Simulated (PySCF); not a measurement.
## Electronic structure of C₂H₁₁ClOSi₃ (SMILES C[SiH2][SiH2]O[SiH2]CCl) in real space

```xyz
18

C    -3.2171   -1.2016   -0.3201
Si   -1.8412    0.1055   -0.1986
Si   -0.2682   -0.6057    1.3322
O     0.8946    0.5533    1.4324
Si    2.1059    1.4263    0.8450
C     3.0553    0.3851   -0.4474
Cl    1.9476   -0.0745   -1.7664
H    -3.6699   -1.3936    0.6486
H    -4.0067   -0.8807   -0.9921
H    -2.8342   -2.1469   -0.6942
H    -1.3288    0.3291   -1.5609
H    -2.4831    1.3795    0.1858
H     0.4417   -1.8527    1.0112
H    -0.6694   -0.7012    2.7418
H     1.5431    2.6023    0.1904
H     3.0016    1.7000    1.9645
H     3.4425   -0.5449   -0.0362
H     3.8773    0.9269   -0.9077
```

Geometry: GFN2-xTB.

All numbers below come from PBE0/pcSseg-1, SCF density, gas phase, non-relativistic in PySCF 2.14.0.

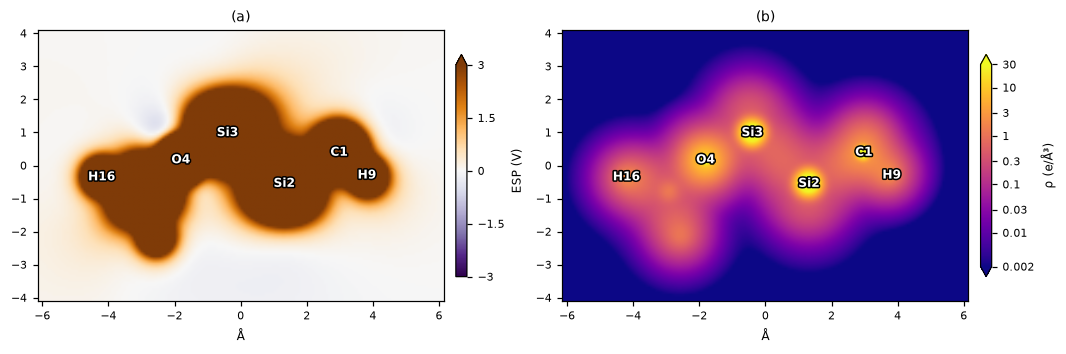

Figure 1. (a) electrostatic potential; (b) electron density on the plane of atoms Si2, C1 and H9.

Read the bonding off the picture.

The section cuts through C, Si, O and H sites.
C–Si (1.90 Å): ρ at the midpoint is about 0.9 e/Å³.
Si–Si (2.31 Å): the density is about 0.7 e/Å³ at the midpoint.
C–H (1.09 Å): the density is about 1.9 e/Å³ at the midpoint.
Si–O (1.64 Å): ρ is about 1.1 e/Å³ halfway.
Outside the dense part of the molecule the potential is most negative (−0.5 V) near O4.

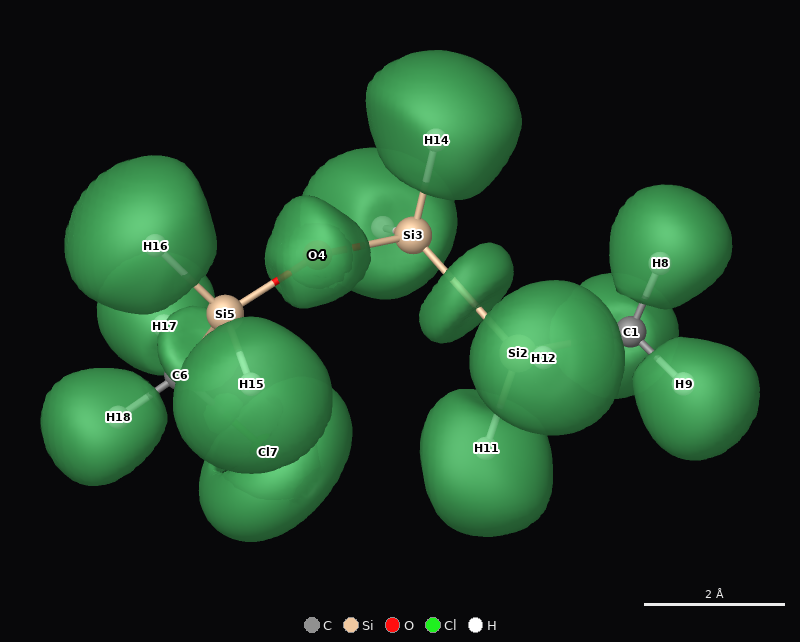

Figure 2. Isosurface of the electron localisation function at 0.8 (green), seen at a tilt. Only the valence region is drawn (cores and ρ < 0.01 e/Å³ removed).

What do the ELF domains correspond to?

The surface consists of one region between bonded C–Cl atoms (shared pairs), two regions between bonded C–Si atoms (shared pairs), one region between bonded Si–Si atoms (shared pairs), eleven regions around hydrogen nuclei, one ring or bowl of non-bonding electrons around Cl and one region wrapped around O (its lone pairs, merged into a ring or cap). Along the contacts the grid gives the following. Si–O (1.60 Å): the ELF peaks at about 0.85 between the atoms (a polar covalent bond). C–Cl (1.78 Å): the ELF peaks at about 0.90 between the atoms (localised, covalent bonding).

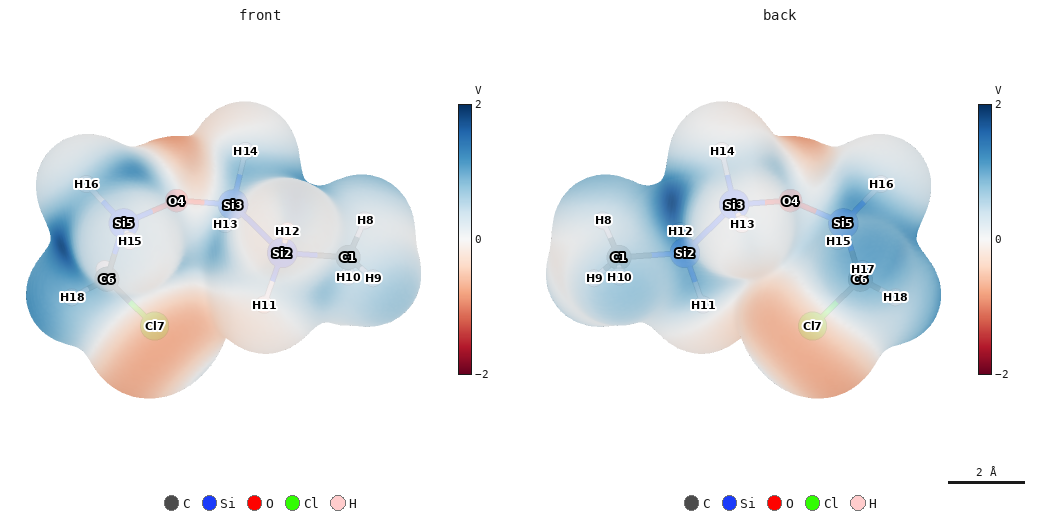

Figure 3. The electrostatic potential painted on the density surface at 0.002 e/bohr³, seen from the front and from behind; the colour scale runs from red (negative) to blue (positive).

Where is the surface potential most negative and most positive?

The most negative region (about −0.8 V) lies over O4 and Cl7, the most positive (about +1.7 V) over Si3 and Si5.
